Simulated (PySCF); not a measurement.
# C₃H₁₀FPSi: electronic excitations at several levels of theory, part 2 of 2

PySCF 2.14.0. Atoms count from 0. Earlier steps stand in the parts before.

## 5. Excited states and response: LC-wPBE/def2-SVPD

The job: settings as JSON, then the geometry in Å.

```
{"job": {"kind": "uv", "xc": "LC-wPBE", "basis": "def2-SVPD", "ip": true}, "charge": 0, "multiplicity": 1}
F     -3.179900    -0.415368     0.192938
C     -2.499399     0.419890    -0.662124
C     -1.070500     0.594456    -0.200170
C     -0.309784    -0.724658    -0.107784
Si     1.448900    -0.572932     0.554262
P      2.609225     0.859063    -0.773444
H     -2.532913    -0.023958    -1.673570
H     -3.025852     1.389445    -0.691120
H     -0.567451     1.290063    -0.894237
H     -1.078832     1.096757     0.782659
H     -0.266715    -1.216678    -1.096331
H     -0.858859    -1.417823     0.552130
H      1.434751     0.024645     1.926605
H      2.087631    -1.924018     0.630517
H      3.868937     0.571388    -0.163401
H      2.788031    -0.105777    -1.814031
```

Level: TDDFT LC-wPBE/def2-SVPD, vertical, gas phase, core orbitals frozen in the response.

Output:

```text
coarse grid: 13792 points
cycle   1  E = -850.1710952224  dE =  3.529e-01  |g| = 5.005e-01  |ddm| = 4.513e+00
cycle   2  E = -850.1929895267  dE = -2.189e-02  |g| = 4.903e-01  |ddm| = 9.504e-01
cycle   3  E = -850.2306037106  dE = -3.761e-02  |g| = 5.511e-02  |ddm| = 4.086e-01
cycle   4  E = -850.2313938803  dE = -7.902e-04  |g| = 1.867e-02  |ddm| = 1.233e-01
cycle   5  E = -850.2315113558  dE = -1.175e-04  |g| = 4.848e-03  |ddm| = 4.554e-02
cycle   6  E = -850.2315202856  dE = -8.930e-06  |g| = 1.269e-03  |ddm| = 1.231e-02
final grid: 122800 points
cycle   7  E = -850.3691393030  dE = -3.536e-05  |g| = 9.120e-03  |ddm| = 7.591e-02
cycle   8  E = -850.3691390132  dE =  2.898e-07  |g| = 9.816e-03  |ddm| = 1.514e-02
cycle   9  E = -850.3691536721  dE = -1.466e-05  |g| = 4.741e-04  |ddm| = 6.566e-03
cycle  10  E = -850.3691537321  dE = -6.000e-08  |g| = 2.116e-04  |ddm| = 1.216e-03
cycle  11  E = -850.3691537488  dE = -1.673e-08  |g| = 4.959e-05  |ddm| = 4.906e-04
cycle  12  E = -850.3691537502  dE = -1.355e-09  |g| = 1.433e-05  |ddm| = 1.526e-04
cycle  13  E = -850.3691537503  dE = -1.398e-10  |g| = 3.974e-06  |ddm| = 4.962e-05
converged SCF energy = -850.3691537503

Static polarisability (au): isotropic 91.857, principal 79.166 90.752 105.653

Singlet excitations
state   eV       nm        f      main configurations
  1   6.6518    186.4   0.01460   H->L+1 0.29, H->L+3 0.25, H->L+2 0.20
  2   7.1356    173.8   0.03806   H->L 0.61, H->L+1 0.20
  3   7.4413    166.6   0.30206   H->L+1 0.38, H->L+2 0.31, H->L+4 0.08
  4   7.9634    155.7   0.00461   H->L+3 0.34, H->L+4 0.25, H->L+5 0.16
  5   8.2651    150.0   0.02826   H->L+6 0.42, H->L+7 0.36
  6   8.4766    146.3   0.05811   H-1->L 0.46, H-2->L 0.19
  7   8.5976    144.2   0.04271   H-2->L+1 0.24, H-1->L+1 0.17, H-1->L+3 0.13
  8   8.7642    141.5   0.01617   H-1->L+1 0.48, H-2->L 0.18, H-1->L+2 0.08
  9   8.8264    140.5   0.18109   H-1->L 0.21, H-1->L+2 0.16, H-2->L 0.15
 10   8.9732    138.2   0.01931   H-2->L+3 0.13, H-1->L+3 0.12

Triplet excitations (Tamm-Dancoff, eV): 5.6558 5.7635 6.8269 7.2601
Vertical ionisation energy (delta-SCF) = 9.6290 eV
```

It took 1.8 min on 1 thread, shared host.

Key values: HOMO -10.07 eV, LUMO 2.02 eV; lowest singlet 6.65 eV.

## 6. Ultraviolet spectrum: PBE0/6-31G*

Settings changed since step 5:

```diff
@@ -1,2 +1,2 @@
-{"job": {"kind": "uv", "xc": "LC-wPBE", "basis": "def2-SVPD", "ip": true}, "charge": 0, "multiplicity": 1}
+{"job": {"kind": "uv", "xc": "PBE0", "basis": "6-31G*"}, "charge": 0, "multiplicity": 1}
 F     -3.179900    -0.415368     0.192938
```

Method: TDDFT PBE0/6-31G*, vertical, gas phase, core orbitals frozen in the response.

Output:

```text
coarse grid: 13792 points
cycle   1  E = -850.4785074119  dE =  2.418e-01  |g| = 5.251e-01  |ddm| = 3.339e+00
cycle   2  E = -850.4497230951  dE =  2.878e-02  |g| = 6.808e-01  |ddm| = 1.028e+00
cycle   3  E = -850.5346778508  dE = -8.495e-02  |g| = 4.558e-02  |ddm| = 5.772e-01
cycle   4  E = -850.5350145230  dE = -3.367e-04  |g| = 2.381e-02  |ddm| = 6.194e-02
cycle   5  E = -850.5351564925  dE = -1.420e-04  |g| = 4.601e-03  |ddm| = 2.749e-02
cycle   6  E = -850.5351614322  dE = -4.940e-06  |g| = 1.316e-03  |ddm| = 5.752e-03
final grid: 122800 points
cycle   7  E = -850.4818583474  dE = -1.943e-05  |g| = 8.684e-03  |ddm| = 2.213e-02
cycle   8  E = -850.4818466662  dE =  1.168e-05  |g| = 1.151e-02  |ddm| = 1.914e-02
cycle   9  E = -850.4818775832  dE = -3.092e-05  |g| = 7.257e-04  |ddm| = 1.029e-02
cycle  10  E = -850.4818777033  dE = -1.201e-07  |g| = 1.587e-04  |ddm| = 9.583e-04
cycle  11  E = -850.4818777078  dE = -4.497e-09  |g| = 4.628e-05  |ddm| = 1.808e-04
cycle  12  E = -850.4818777083  dE = -4.936e-10  |g| = 1.609e-05  |ddm| = 6.290e-05
converged SCF energy = -850.4818777083

Static polarisability (au): isotropic 79.205, principal 67.149 79.040 91.428

Singlet excitations
state   eV       nm        f      main configurations
  1   6.6855    185.5   0.03280   H->L 0.65, H->L+1 0.31
  2   7.2477    171.1   0.25851   H->L+1 0.56, H->L 0.26
  3   7.5720    163.7   0.00792   H->L+2 0.89
  4   7.7457    160.1   0.04675   H->L+3 0.87
  5   7.9517    155.9   0.02460   H-1->L 0.81
  6   8.2195    150.8   0.05377   H-1->L+1 0.76, H-1->L 0.08
  7   8.4276    147.1   0.13448   H-2->L 0.60, H->L+4 0.15
  8   8.5566    144.9   0.03766   H->L+4 0.65, H-2->L 0.14
  9   8.6935    142.6   0.04515   H-1->L+2 0.70, H-2->L+1 0.13
 10   8.8380    140.3   0.02309   H-3->L 0.63, H-4->L 0.16

Triplet excitations (Tamm-Dancoff, eV): 5.6534 5.8004 6.9540 7.1830
```

It took 18 s on 1 thread, shared host.

This run: HOMO -7.36 eV, LUMO 0.60 eV; lowest singlet 6.69 eV.

## 7. TDDFT and polarisability: PBE0/def2-SVP

Settings changed since step 6:

```diff
@@ -1,2 +1,2 @@
-{"job": {"kind": "uv", "xc": "PBE0", "basis": "6-31G*"}, "charge": 0, "multiplicity": 1}
+{"job": {"kind": "uv", "xc": "PBE0", "basis": "def2-SVP"}, "charge": 0, "multiplicity": 1}
 F     -3.179900    -0.415368     0.192938
```

Method: TDDFT PBE0/def2-SVP, vertical, gas phase, core orbitals frozen in the response.

Output:

```text
coarse grid: 13792 points
cycle   1  E = -850.0185282226  dE =  1.926e-01  |g| = 4.986e-01  |ddm| = 3.683e+00
cycle   2  E = -849.9919726967  dE =  2.656e-02  |g| = 6.471e-01  |ddm| = 1.065e+00
cycle   3  E = -850.0681607886  dE = -7.619e-02  |g| = 4.441e-02  |ddm| = 6.028e-01
cycle   4  E = -850.0684565346  dE = -2.957e-04  |g| = 2.235e-02  |ddm| = 6.158e-02
cycle   5  E = -850.0685804876  dE = -1.240e-04  |g| = 4.844e-03  |ddm| = 2.820e-02
cycle   6  E = -850.0685860614  dE = -5.574e-06  |g| = 1.184e-03  |ddm| = 5.944e-03
final grid: 122800 points
cycle   7  E = -850.1709882601  dE = -2.073e-05  |g| = 7.837e-03  |ddm| = 2.776e-02
cycle   8  E = -850.1709782545  dE =  1.001e-05  |g| = 1.034e-02  |ddm| = 1.868e-02
cycle   9  E = -850.1710040883  dE = -2.583e-05  |g| = 6.662e-04  |ddm| = 1.024e-02
cycle  10  E = -850.1710041812  dE = -9.285e-08  |g| = 1.475e-04  |ddm| = 9.728e-04
cycle  11  E = -850.1710041852  dE = -4.053e-09  |g| = 4.213e-05  |ddm| = 1.822e-04
cycle  12  E = -850.1710041856  dE = -3.799e-10  |g| = 1.576e-05  |ddm| = 6.199e-05
converged SCF energy = -850.1710041856

Static polarisability (au): isotropic 81.798, principal 70.920 80.546 93.929

Singlet excitations
state   eV       nm        f      main configurations
  1   6.7036    185.0   0.01785   H->L 0.77, H->L+1 0.20
  2   7.2075    172.0   0.02494   H->L+1 0.51, H->L+2 0.36, H->L 0.10
  3   7.5162    165.0   0.16003   H->L+2 0.55, H->L+1 0.18, H->L+3 0.09
  4   7.8255    158.4   0.07256   H->L+3 0.81
  5   8.1163    152.8   0.03763   H-1->L 0.85
  6   8.2718    149.9   0.03595   H->L+4 0.67, H->L+5 0.13
  7   8.3475    148.5   0.02418   H-1->L+1 0.61, H-2->L 0.15, H->L+4 0.09
  8   8.4104    147.4   0.00878   H-2->L 0.53, H-1->L+1 0.19, H-1->L+2 0.17
  9   8.5925    144.3   0.09483   H-1->L+2 0.70, H-2->L 0.17
 10   8.6889    142.7   0.02189   H->L+5 0.75, H->L+4 0.15

Triplet excitations (Tamm-Dancoff, eV): 5.7361 5.8894 6.7947 7.1592
```

Run time: 23 s. Hardware: 1 thread, shared host.

In short: HOMO -7.42 eV, LUMO 0.62 eV; lowest singlet 6.70 eV.

## 8. Excited states and response: PBE0/def2-TZVP

Settings changed since step 7:

```diff
@@ -1,2 +1,2 @@
-{"job": {"kind": "uv", "xc": "PBE0", "basis": "def2-SVP"}, "charge": 0, "multiplicity": 1}
+{"job": {"kind": "uv", "xc": "PBE0", "basis": "def2-TZVP"}, "charge": 0, "multiplicity": 1}
 F     -3.179900    -0.415368     0.192938
```

Level: TDDFT PBE0/def2-TZVP, vertical, gas phase, core orbitals frozen in the response.

Output:

```text
coarse grid: 13792 points
cycle   1  E = -850.5920178592  dE =  2.196e-01  |g| = 5.223e-01  |ddm| = 2.764e+00
cycle   2  E = -850.5570365960  dE =  3.498e-02  |g| = 7.115e-01  |ddm| = 9.927e-01
cycle   3  E = -850.6428074663  dE = -8.577e-02  |g| = 5.963e-02  |ddm| = 6.211e-01
cycle   4  E = -850.6432317434  dE = -4.243e-04  |g| = 2.951e-02  |ddm| = 5.401e-02
cycle   5  E = -850.6434125580  dE = -1.808e-04  |g| = 6.865e-03  |ddm| = 2.495e-02
cycle   6  E = -850.6434234234  dE = -1.087e-05  |g| = 1.597e-03  |ddm| = 6.624e-03
cycle   7  E = -850.6434240250  dE = -6.016e-07  |g| = 3.638e-04  |ddm| = 1.682e-03
final grid: 122800 points
cycle   8  E = -850.6391163786  dE = -6.044e-05  |g| = 7.285e-03  |ddm| = 4.796e-02
cycle   9  E = -850.6391099693  dE =  6.409e-06  |g| = 8.937e-03  |ddm| = 1.129e-02
cycle  10  E = -850.6391284580  dE = -1.849e-05  |g| = 9.718e-04  |ddm| = 6.622e-03
cycle  11  E = -850.6391285933  dE = -1.353e-07  |g| = 3.014e-04  |ddm| = 9.578e-04
cycle  12  E = -850.6391286081  dE = -1.481e-08  |g| = 6.786e-05  |ddm| = 3.143e-04
cycle  13  E = -850.6391286090  dE = -8.529e-10  |g| = 2.220e-05  |ddm| = 8.136e-05
converged SCF energy = -850.6391286090

Static polarisability (au): isotropic 91.577, principal 77.990 90.854 105.888

Singlet excitations
state   eV       nm        f      main configurations
  1   6.2976    196.9   0.01541   H->L 0.78, H->L+1 0.18
  2   6.7958    182.4   0.02232   H->L+2 0.52, H->L+1 0.41
  3   7.0136    176.8   0.20728   H->L+2 0.43, H->L+1 0.32, H->L 0.12
  4   7.2514    171.0   0.05925   H->L+3 0.90
  5   7.6730    161.6   0.02772   H-1->L 0.90
  6   7.7713    159.5   0.02029   H->L+4 0.54, H->L+5 0.18, H-1->L+1 0.14
  7   7.9347    156.3   0.01463   H-1->L+1 0.74, H->L+4 0.11
  8   8.0069    154.8   0.01105   H-1->L+2 0.50, H-2->L 0.39
  9   8.1130    152.8   0.11462   H-2->L 0.44, H-1->L+2 0.42
 10   8.1704    151.7   0.00961   H->L+5 0.67, H->L+4 0.23

Triplet excitations (Tamm-Dancoff, eV): 5.4314 5.5455 6.4183 6.7198
```

Run time: 56 s. Hardware: 1 thread, shared host.

Key values: HOMO -7.47 eV, LUMO 0.23 eV; lowest singlet 6.30 eV.

## 9. Side by side: electronic excitations

Excitations and ground-state properties, with basis size and wall time:

| run | lowest singlet (eV) | brightest (eV) | f | gap (eV) | α (Å³) | μ (D) | functions | time |
| --- | --- | --- | --- | --- | --- | --- | --- | --- |
| CAM-B3LYP/def2-SVPD | 6.46 | 7.08 | 0.268 | 9.68 | 13.92 | 1.21 | 211 | 85 s |
| wB97X-D/def2-SVPD | 6.50 | 7.16 | 0.291 | 11.07 | 13.91 | 1.14 | 211 | 2.3 min |
| LC-wPBE/def2-SVPD | 6.65 | 7.44 | 0.302 | 12.09 | 13.61 | 1.18 | 211 | 1.8 min |
| PBE0/6-31G* | 6.69 | 7.25 | 0.259 | 7.96 | 11.74 | 0.93 | 112 | 18 s |
| PBE0/def2-SVP | 6.70 | 7.52 | 0.160 | 8.05 | 12.12 | 1.06 | 142 | 23 s |
| PBE0/def2-TZVP | 6.30 | 7.01 | 0.207 | 7.69 | 13.57 | 1.08 | 258 | 56 s |

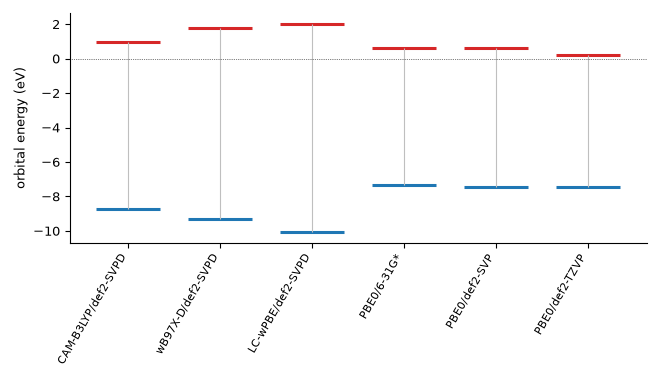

HOMO (blue) and LUMO (red) run by run.

## 10. Outcome

This closing draws on all 2 parts.

| quantity | value |
| --- | --- |
| point group | C1 |
| rotational constants (main isotopes) | 5.07, 0.82, 0.74 GHz |
| lowest singlet (CAM-B3LYP/def2-SVPD) | 6.46 eV (192 nm), f = 0.015 |
| brightest single state of those computed | state 3, 7.08 eV, f = 0.268 |
| lowest triplet | 5.63 eV |
| vertical ionisation energy (ΔSCF) | 9.59 eV |
| range of the lowest singlet | 6.30 to 6.70 eV |

What this shows: Single values in the summary come from the first run of each kind that ended normally (CAM-B3LYP/def2-SVPD), which need not be the best level. Relaxing lowered the energy by 0.117 eV in 7 steps; the close pair that moved most is P5–H14, from 1.381 to 1.429 Å. The lowest singlet, at 6.46 eV, is HOMO→LUMO+1 0.29, HOMO→LUMO+2 0.22 and is weak; of the 10 states computed, the strongest absorption comes from state 3 at 7.08 eV. The lowest triplet lies 0.83 eV below the lowest singlet (triplets in Tamm-Dancoff, singlets in full TDDFT). The orbital energy would give 8.73 eV for ionisation, ΔSCF gives 9.59 eV. The lowest singlet runs from 6.30 eV (PBE0/def2-TZVP) to 6.70 eV (PBE0/def2-SVP), while the orbital gap spans 7.69 to 12.09 eV. The lowest state need not be the same one in every run.
